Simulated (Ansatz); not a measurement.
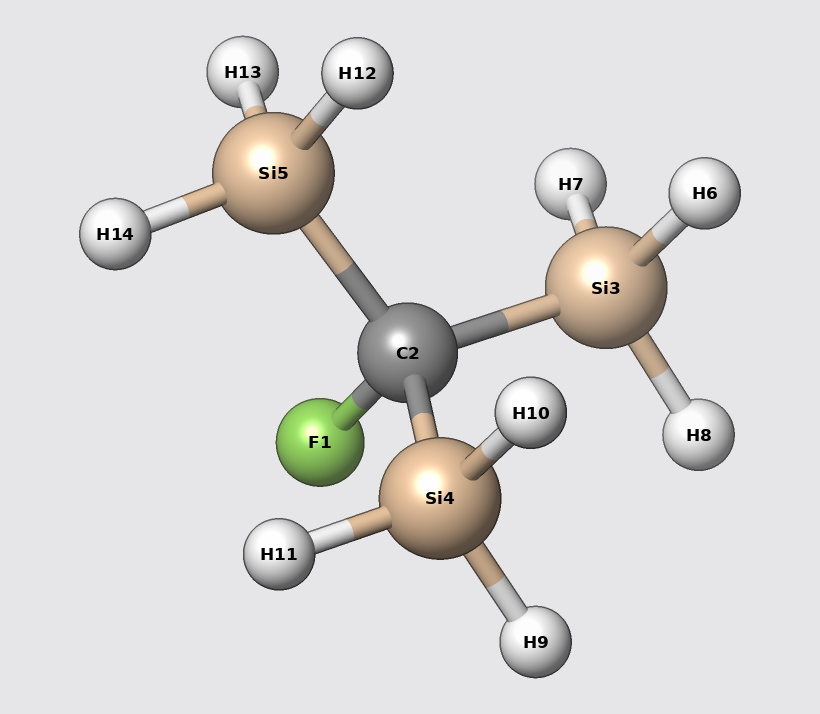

The geometry was computed by an optimisation with PBE-D4/def2-SVP. No frequency run is at hand to confirm it as a minimum.

List the bonds and their lengths.

| bond | length (Å) | order |
| --- | --- | --- |
| F1–C2 | 1.443 | single |
| C2–Si3 | 1.914 | single |
| C2–Si4 | 1.914 | single |
| C2–Si5 | 1.914 | single |
| Si3–H6 | 1.505 | single |
| Si3–H7 | 1.503 | single |
| Si3–H8 | 1.503 | single |
| Si4–H9 | 1.503 | single |
| Si4–H10 | 1.505 | single |
| Si4–H11 | 1.503 | single |
| Si5–H12 | 1.505 | single |
| Si5–H13 | 1.503 | single |
| Si5–H14 | 1.503 | single |
